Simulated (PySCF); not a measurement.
# HF/STO-3G run of Si2H5ClO (SMILES O[SiH]([SiH3])Cl)

Aim: the energy change on altering one bond length of Si2H5ClO at HF/STO-3G, from 2 runs. 

The results are computed with PySCF 2.14.0.

2 further runs of the same task are left out: 2 set aside as unsound or not needed.

### 1 The system as given

Si2H5ClO: 9 atoms, total charge 0, spin state singlet. As SMILES, `O[SiH]([SiH3])Cl`. Geometry: relaxed at PBE0-D4/def2-TZVP. This is one conformer, not always the lowest.

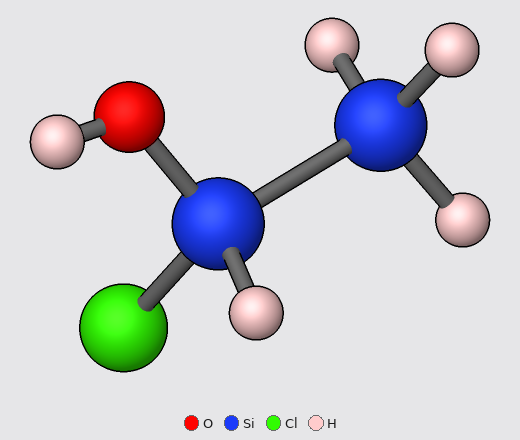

The structure, seen from a chosen angle (oxygen red, silicon blue, chlorine green, hydrogen pink).

### 2 The energy at HF/STO-3G

Input file mol.xyz:

```xyz
9
ClH5OSi2
O      0.516900     0.942100    -1.606400
Si    -0.265600     0.799800    -0.173200
Si     0.351900    -1.250200     0.759300
Cl    -2.313400     0.805800    -0.459000
H      0.374000     1.735000    -2.126800
H     -0.002900     1.975800     0.697100
H      1.819900    -1.291800     0.992500
H     -0.039700    -2.350400    -0.158700
H     -0.352700    -1.412300     2.058200
```

Input file calc.py:

```python
from pyscf import gto, scf

system = gto.Mole()
system.atom = 'mol.xyz'
system.basis = 'sto-3g'
system.max_memory = 1860
system.verbose = 3
system.charge = 0
system.build()

mf = scf.RHF(system)
mf.conv_tol = 1e-10
mf.kernel()
if not mf.converged:
    mf = mf.newton().run(mf.mo_coeff, mf.mo_occ)

energy = mf.e_tot
print('E = %.10f Eh' % energy)
```

On the command line:

```console
$ OMP_NUM_THREADS=1 python calc.py
```

Output:

```text
converged SCF energy = -1102.61808408013
E = -1102.6180840801 Eh
```

It took 0.54 s on 1 thread of Intel Xeon 6975P-C (Granite Rapids), shared host; peak memory 0.097 GiB.

### 3 The distorted shape at the same level

Input file calc.py:

```python
from pyscf import gto, scf

mol = gto.M(
    atom=[
    ('O', (0.728263, 0.990726, -1.996039)),
    ('Si', (-0.054237, 0.848426, -0.562839)),
    ('Si', (0.563263, -1.201574, 0.369661)),
    ('Cl', (-2.102037, 0.854426, -0.848639)),
    ('H', (0.585363, 1.783626, -2.516439)),
    ('H', (0.208463, 2.024426, 0.307461)),
    ('H', (2.031263, -1.243174, 0.602861)),
    ('H', (0.171663, -2.301774, -0.548339)),
    ('H', (-0.352700, -1.412300, 2.058200)),
],
    max_memory=1860,
    verbose=3,
    spin=0,
    basis='sto-3g',
)

calc0 = scf.RHF(mol)
calc0.conv_tol = 1e-10
calc0.kernel()
if not calc0.converged:
    calc0 = calc0.newton().run(calc0.mo_coeff, calc0.mo_occ)

etot = calc0.e_tot
print('E = %.10f Eh' % etot)
```

On the command line:

```console
$ OMP_NUM_THREADS=1 python calc.py
```

Output:

```text
converged SCF energy = -1102.53817478003
E = -1102.5381747800 Eh
```

It took 0.52 s on 1 thread of Intel Xeon 6975P-C (Granite Rapids), shared host; peak memory 0.1 GiB.

### 4 What came out

At HF/STO-3G:

```
                                                          quantity           value
                                         first shape: total energy  -1102.61808 Eh
                                        first shape: dipole moment          2.69 D
                                          first shape: HOMO energy        -8.89 eV
                                          first shape: LUMO energy         9.16 eV
                                        first shape: HOMO–LUMO gap        18.04 eV
                                     distorted shape: total energy  -1102.53817 Eh
                                    distorted shape: dipole moment          2.78 D
                                      distorted shape: HOMO energy        -8.71 eV
                                      distorted shape: LUMO energy         7.92 eV
                                    distorted shape: HOMO–LUMO gap        16.63 eV
energy change with the Si3–H9 bond stretched from 1.487 to 1.933 Å        2.174 eV
```

With the Si3–H9 bond stretched from 1.487 to 1.933 Å the energy rises by 2.17 eV (50 kcal/mol). The first shape isn't relaxed at this level, so the change isn't measured from a minimum. The minimal basis adds a large error of its own. Mulliken charges (first shape) run from -0.49 on O1 to +0.80 on Si2.
